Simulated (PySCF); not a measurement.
# C₇H₇NO₂: excited states

What do calculations give for the excited states of C₇H₇NO₂ (`[H]/N=C(/C=O)C1=CCCC1=O`)?

Programs: PySCF 2.14.0, with routines of our own; each step states its level. All values are computed. Atoms count from 0.

## 1. The system as given

17 atoms, charge 0, multiplicity 1; geometry from: GFN2-xTB.

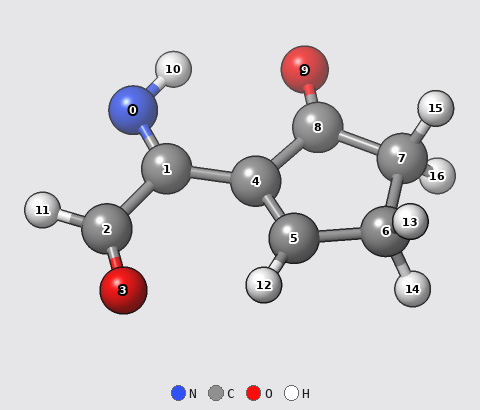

The starting geometry (nitrogen blue, carbon grey, oxygen red, hydrogen white).

## 2. Excited states: TDA CAM-B3LYP/def2-SVP

Job settings and geometry (Å):

```
{"job": {"kind": "states", "xc": "CAM-B3LYP", "basis": "def2-SVP", "tda": true, "soc": true, "nstates": 6, "ntriplets": 4, "nquad": 4}, "charge": 0, "multiplicity": 1}
N      2.242642     1.386115     0.769987
C      1.720503     0.469419     0.066479
C      2.696647    -0.284095    -0.780872
O      2.453976    -1.217303    -1.496657
C      0.299227     0.110597     0.033335
C     -0.318591    -0.780564    -0.762197
C     -1.781611    -0.869098    -0.510499
C     -2.042422     0.134305     0.612847
C     -0.692254     0.749210     0.931556
O     -0.482115     1.601282     1.761381
H      1.588873     1.897555     1.363066
H      3.715792     0.124181    -0.667306
H      0.162866    -1.382510    -1.513422
H     -2.335636    -0.629916    -1.420947
H     -2.055505    -1.889117    -0.232130
H     -2.735255     0.924530     0.323171
H     -2.444134    -0.332560     1.512299
```

With the program's defaults for keys left out, this is: TDA CAM-B3LYP/def2-SVP excited states, vertical, gas phase, spin-orbit mean-field couplings.

On the command line:

```bash
> OMP_NUM_THREADS=1 python excited_run.py task.json out
```

This one command runs all jobs of the session in turn.

Log:

```text
coarse grid: 15176 points
cycle   1  E = -475.1631036708  dE =  2.115e+00  |g| = 1.141e+00  |ddm| = 4.846e+00
cycle   2  E = -474.6677263645  dE =  4.954e-01  |g| = 2.014e+00  |ddm| = 4.095e+00
cycle   3  E = -475.4391878321  dE = -7.715e-01  |g| = 9.674e-02  |ddm| = 2.803e+00
cycle   4  E = -475.4406396057  dE = -1.452e-03  |g| = 7.274e-02  |ddm| = 1.844e-01
cycle   5  E = -475.4416969725  dE = -1.057e-03  |g| = 2.533e-02  |ddm| = 9.961e-02
cycle   6  E = -475.4418210834  dE = -1.241e-04  |g| = 7.255e-03  |ddm| = 3.218e-02
cycle   7  E = -475.4418339950  dE = -1.291e-05  |g| = 2.393e-03  |ddm| = 1.534e-02
cycle   8  E = -475.4418353701  dE = -1.375e-06  |g| = 1.483e-03  |ddm| = 5.504e-03
final grid: 149472 points
cycle   9  E = -475.5417687993  dE = -3.623e-05  |g| = 3.979e-03  |ddm| = 3.001e-02
cycle  10  E = -475.5417661877  dE =  2.612e-06  |g| = 5.547e-03  |ddm| = 1.068e-02
cycle  11  E = -475.5417727285  dE = -6.541e-06  |g| = 8.055e-04  |ddm| = 6.932e-03
cycle  12  E = -475.5417728522  dE = -1.238e-07  |g| = 1.784e-04  |ddm| = 9.347e-04
cycle  13  E = -475.5417728598  dE = -7.551e-09  |g| = 9.895e-05  |ddm| = 3.328e-04
cycle  14  E = -475.5417728621  dE = -2.262e-09  |g| = 1.672e-05  |ddm| = 1.341e-04
cycle  15  E = -475.5417728622  dE = -1.572e-10  |g| = 1.212e-05  |ddm| = 3.940e-05
converged SCF energy = -475.5417728622

Singlet excitations
state   eV       nm        f     d(h-e)  d(exc)  Lambda  PR(NTO)  |dmu|/D   mu/D   main configurations
  1   3.4802   356.3   0.00035   0.114   2.542   0.492   1.098    0.272    3.439   H->L 0.69, H-2->L 0.11, H-2->L+1 0.08
  2   4.0299   307.7   0.00003   0.801   2.594   0.498   1.255    1.525    2.647   H->L+1 0.54, H-2->L 0.17, H->L 0.12
  3   4.4355   279.5   0.00465   0.515   2.402   0.521   1.424    0.996    3.036   H-3->L 0.58, H-2->L+1 0.14
  4   5.3882   230.1   0.00077   1.973   3.348   0.500   1.145    6.449    9.111   H-2->L 0.28, H-3->L 0.27, H-2->L+1 0.13
  5   5.5325   224.1   0.00067   1.808   3.432   0.491   1.270                     H-2->L 0.31, H-2->L+1 0.29, H->L+1 0.22
  6   5.8129   213.3   0.17478   2.052   3.309   0.728   1.056                     H-1->L 0.66, H-1->L+1 0.24

Triplet excitations (Tamm-Dancoff)
state   eV     d(h-e)  d(exc)  Lambda  PR(NTO)   main configurations
  1   2.8541   0.148   2.419   0.494   1.126   H->L 0.59, H-2->L 0.12, H->L+1 0.11
  2   3.3511   0.215   2.550   0.742   1.172   H-1->L 0.79
  3   3.5384   0.562   2.436   0.494   2.190   H->L+1 0.32, H-3->L 0.18, H-2->L 0.17
  4   3.6567   0.561   2.318   0.524   2.211   H-3->L 0.41, H-2->L+1 0.24, H->L+1 0.17
S1 - T1 = 0.6261 eV

Spin-orbit couplings |<S|Hso|T>| (cm-1)
             T1       T2       T3       T4
S0       18.285    1.916   73.101    8.137
S1        0.720   12.572    0.551    0.735
S2        1.274   10.040    0.536    1.751
S3        0.934    3.896    0.866    1.042
S4        5.131    1.856    3.673    2.823
S5        1.536    1.992    1.600    1.896
S6        7.554    0.377    5.519    6.723
T1 sublevels (cm-1): 0.000 0.003 0.050   radiative rates (1/s): 0.0132 17.9 325
```

Run time: 47 s. Hardware: 1 thread of AMD EPYC 7R43, shared host; peak memory 0.87 GiB.

From this job:

| quantity | value |
| --- | --- |
| S1 less T1 | 0.63 eV |

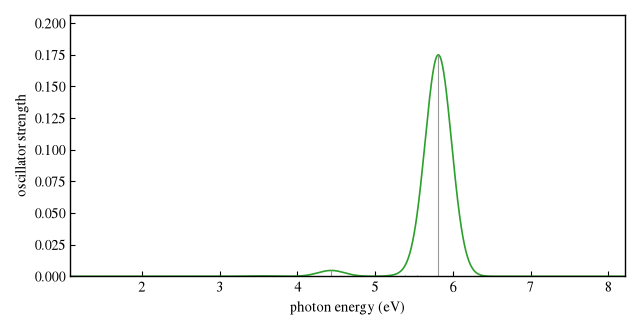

Absorption lines of the singlets. Lines are broadened to a width of 0.40 eV (Gaussian).

## 3. Excited states: TDDFT wB97X-D/def2-SVPD

Settings changed since step 2:

```diff
@@ -1,2 +1,2 @@
-{"job": {"kind": "states", "xc": "CAM-B3LYP", "basis": "def2-SVP", "tda": true, "soc": true, "nstates": 6, "ntriplets": 4, "nquad": 4}, "charge": 0, "multiplicity": 1}
+{"job": {"kind": "states", "xc": "wB97X-D", "basis": "def2-SVPD", "tpa": true, "nstates": 6, "nquad": 5, "ntriplets": 0}, "charge": 0, "multiplicity": 1}
 N      2.242642     1.386115     0.769987
```

Level: TDDFT wB97X-D/def2-SVPD excited states, vertical, gas phase, two-photon moments by quadratic response.

Log:

```text
coarse grid: 15176 points
cycle   1  E = -475.2769236142  dE =  2.172e+00  |g| = 1.128e+00  |ddm| = 7.988e+00
cycle   2  E = -474.9241143770  dE =  3.528e-01  |g| = 1.836e+00  |ddm| = 5.666e+00
cycle   3  E = -475.5514982602  dE = -6.274e-01  |g| = 8.332e-02  |ddm| = 3.720e+00
cycle   4  E = -475.5527448916  dE = -1.247e-03  |g| = 6.173e-02  |ddm| = 5.346e-01
cycle   5  E = -475.5535318339  dE = -7.869e-04  |g| = 2.151e-02  |ddm| = 1.853e-01
cycle   6  E = -475.5536322971  dE = -1.005e-04  |g| = 6.849e-03  |ddm| = 7.966e-02
cycle   7  E = -475.5536467183  dE = -1.442e-05  |g| = 2.207e-03  |ddm| = 3.096e-02
cycle   8  E = -475.5536484831  dE = -1.765e-06  |g| = 1.401e-03  |ddm| = 1.201e-02
final grid: 149472 points
cycle   9  E = -475.6333255781  dE = -1.248e-04  |g| = 5.586e-03  |ddm| = 2.822e-01
cycle  10  E = -475.6333272307  dE = -1.653e-06  |g| = 5.704e-03  |ddm| = 3.368e-02
cycle  11  E = -475.6333332770  dE = -6.046e-06  |g| = 1.255e-03  |ddm| = 1.397e-02
cycle  12  E = -475.6333335851  dE = -3.081e-07  |g| = 4.612e-04  |ddm| = 4.645e-03
cycle  13  E = -475.6333336489  dE = -6.386e-08  |g| = 9.146e-05  |ddm| = 1.754e-03
cycle  14  E = -475.6333336517  dE = -2.746e-09  |g| = 5.841e-05  |ddm| = 6.635e-04
cycle  15  E = -475.6333336529  dE = -1.270e-09  |g| = 1.527e-05  |ddm| = 2.275e-04
cycle  16  E = -475.6333336531  dE = -1.211e-10  |g| = 4.928e-06  |ddm| = 8.343e-05
converged SCF energy = -475.6333336531

Singlet excitations
state   eV       nm        f     d(h-e)  d(exc)  Lambda  PR(NTO)  |dmu|/D   mu/D   delta(TPA)   sigma/GM   main configurations
  1   3.3798   366.8   0.00007   0.088   2.606   0.486   1.083    0.220    3.812        0.63      0.003   H->L 0.71, H-2->L 0.13
  2   3.9796   311.5   0.00002   0.819   2.636   0.496   1.245    1.604    2.961        0.22      0.001   H->L+1 0.57, H-2->L 0.16, H->L 0.11
  3   4.3433   285.5   0.00286   0.454   2.443   0.521   1.371    0.957    3.315        0.46      0.003   H-3->L 0.61, H-2->L+1 0.12
  4   5.2165   237.7   0.00123   1.998   3.348   0.507   1.132    6.442    9.256        2.17      0.022   H-2->L 0.29, H-3->L 0.26, H->L 0.12
  5   5.4441   227.7   0.18507   1.203   3.216   0.683   1.456    4.042    7.568      173.66      1.886   H-1->L 0.79, H-2->L+1 0.08
  6   5.4710   226.6   0.02988   1.200   3.401   0.514   1.603                                            H-2->L 0.31, H-2->L+1 0.24, H->L+1 0.18
```

Wall time 87 s (1 thread of AMD EPYC 7R43, shared host); peak memory 1.1 GiB.

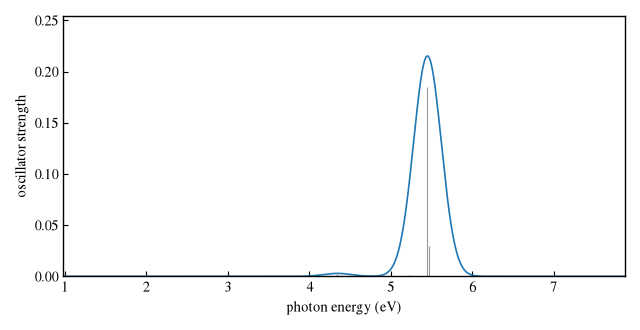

Absorption lines of the singlets. Lines are broadened to a width of 0.40 eV (Gaussian).

## 4. Outcome

| quantity | value |
| --- | --- |
| S1 less T1 (step 2, TDA CAM-B3LYP/def2-SVP) | 0.63 eV |

**Reading.** In step 2, the number of triplets below S1 is 2, and the largest singlet-triplet spin-orbit coupling is S0–T3, 73.10 cm⁻¹.
